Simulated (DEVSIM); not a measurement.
System: Au/SiO2/n-Ge capacitor, at 400 K.

```
layer (left to right)  material  thickness (nm)  Nd (cm⁻³)
---------------------  --------  --------------  ---------
1                          SiO2            1.30          -
2                            Ge            1100     3.1e17
```

Metal gate on the left, work function 5.1 eV. Fixed charge at the semiconductor interface 2.9e11 cm⁻² (in units of +e); no interface traps.

This is a model device: material constants are rounded textbook-type values typed into the input, and sizes, dopings and lifetimes were drawn at random. Values at 300 K; Nc and Nv go as T^1.5, mobilities as T to minus their exponent, the gap by Varshni's rule with the affinity fixed.

| parameter | SiO2 | Ge |
|---|---|---|
| gap (eV) | 9 | 0.664 |
| affinity (eV) | 0.9 | 4 |
| permittivity | 3.9 | 16 |
| Nc (cm⁻³) | - | 1.04e19 |
| Nv (cm⁻³) | - | 6e18 |
| Varshni α (eV/K) | - | 0.000477 |
| Varshni β (K) | - | 235 |

Simulated with DEVSIM: 1D Poisson equation in equilibrium, Boltzmann statistics, complete ionisation; no quantum confinement or tunnelling. Metal contacts follow the ideal Schottky-Mott rule: no Fermi-level pinning, no interface dipoles.

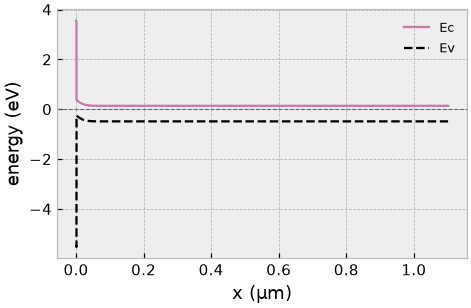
Fig. 1. Band edges at 0.65 V on the gate

Energies count from the Fermi level of the right contact; mesh points crowd at the junctions.

```json
[
 {"x (μm)": "0.000", "Ec (eV)": "3.550", "Ev (eV)": "-5.450", "n (cm⁻³)": "< 1e2", "p (cm⁻³)": "< 1e2", "field (V/cm)": "-620000"},
 {"x (μm)": "0.0005664", "Ec (eV)": "3.515", "Ev (eV)": "-5.485", "n (cm⁻³)": "< 1e2", "p (cm⁻³)": "< 1e2", "field (V/cm)": "-620000"},
 {"x (μm)": "0.001020", "Ec (eV)": "3.487", "Ev (eV)": "-5.513", "n (cm⁻³)": "< 1e2", "p (cm⁻³)": "< 1e2", "field (V/cm)": "-620000"},
 {"x (μm)": "0.001714", "Ec (eV)": "0.365", "Ev (eV)": "-0.259", "n (cm⁻³)": "4.0e14", "p (cm⁻³)": "5.0e15", "field (V/cm)": "-120000"},
 {"x (μm)": "0.003687", "Ec (eV)": "0.343", "Ev (eV)": "-0.281", "n (cm⁻³)": "7.7e14", "p (cm⁻³)": "2.6e15", "field (V/cm)": "-110000"},
 {"x (μm)": "0.006664", "Ec (eV)": "0.311", "Ev (eV)": "-0.313", "n (cm⁻³)": "1.9e15", "p (cm⁻³)": "1.1e15", "field (V/cm)": "-100000"},
 {"x (μm)": "0.01214", "Ec (eV)": "0.262", "Ev (eV)": "-0.362", "n (cm⁻³)": "8.0e15", "p (cm⁻³)": "2.5e14", "field (V/cm)": "-81000"},
 {"x (μm)": "0.02716", "Ec (eV)": "0.177", "Ev (eV)": "-0.447", "n (cm⁻³)": "9.3e16", "p (cm⁻³)": "2.2e13", "field (V/cm)": "-35000"},
 {"x (μm)": "0.04816", "Ec (eV)": "0.142", "Ev (eV)": "-0.482", "n (cm⁻³)": "2.6e17", "p (cm⁻³)": "7.8e12", "field (V/cm)": "-5800"},
 {"x (μm)": "0.08843", "Ec (eV)": "0.136", "Ev (eV)": "-0.488", "n (cm⁻³)": "3.1e17", "p (cm⁻³)": "6.6e12", "field (V/cm)": "-110"},
 {"x (μm)": "0.1625", "Ec (eV)": "0.136", "Ev (eV)": "-0.488", "n (cm⁻³)": "3.1e17", "p (cm⁻³)": "6.5e12", "field (V/cm)": "≈ 0"},
 {"x (μm)": "0.3657", "Ec (eV)": "0.136", "Ev (eV)": "-0.488", "n (cm⁻³)": "3.1e17", "p (cm⁻³)": "6.5e12", "field (V/cm)": "≈ 0"},
 {"x (μm)": "0.6371", "Ec (eV)": "0.136", "Ev (eV)": "-0.488", "n (cm⁻³)": "3.1e17", "p (cm⁻³)": "6.5e12", "field (V/cm)": "≈ 0"},
 {"x (μm)": "0.8493", "Ec (eV)": "0.136", "Ev (eV)": "-0.488", "n (cm⁻³)": "3.1e17", "p (cm⁻³)": "6.5e12", "field (V/cm)": "≈ 0"},
 {"x (μm)": "0.9862", "Ec (eV)": "0.136", "Ev (eV)": "-0.488", "n (cm⁻³)": "3.1e17", "p (cm⁻³)": "6.5e12", "field (V/cm)": "≈ 0"},
 {"x (μm)": "1.039", "Ec (eV)": "0.136", "Ev (eV)": "-0.488", "n (cm⁻³)": "3.1e17", "p (cm⁻³)": "6.5e12", "field (V/cm)": "≈ 0"},
 {"x (μm)": "1.068", "Ec (eV)": "0.136", "Ev (eV)": "-0.488", "n (cm⁻³)": "3.1e17", "p (cm⁻³)": "6.5e12", "field (V/cm)": "≈ 0"},
 {"x (μm)": "1.084", "Ec (eV)": "0.136", "Ev (eV)": "-0.488", "n (cm⁻³)": "3.1e17", "p (cm⁻³)": "6.5e12", "field (V/cm)": "≈ 0"},
 {"x (μm)": "1.094", "Ec (eV)": "0.136", "Ev (eV)": "-0.488", "n (cm⁻³)": "3.1e17", "p (cm⁻³)": "6.5e12", "field (V/cm)": "≈ 0"},
 {"x (μm)": "1.098", "Ec (eV)": "0.136", "Ev (eV)": "-0.488", "n (cm⁻³)": "3.1e17", "p (cm⁻³)": "6.5e12", "field (V/cm)": "≈ 0"},
 {"x (μm)": "1.100", "Ec (eV)": "0.136", "Ev (eV)": "-0.488", "n (cm⁻³)": "3.1e17", "p (cm⁻³)": "6.5e12", "field (V/cm)": "≈ 0"},
 {"x (μm)": "1.101", "Ec (eV)": "0.136", "Ev (eV)": "-0.488", "n (cm⁻³)": "3.1e17", "p (cm⁻³)": "6.5e12", "field (V/cm)": "≈ 0"}
]
```
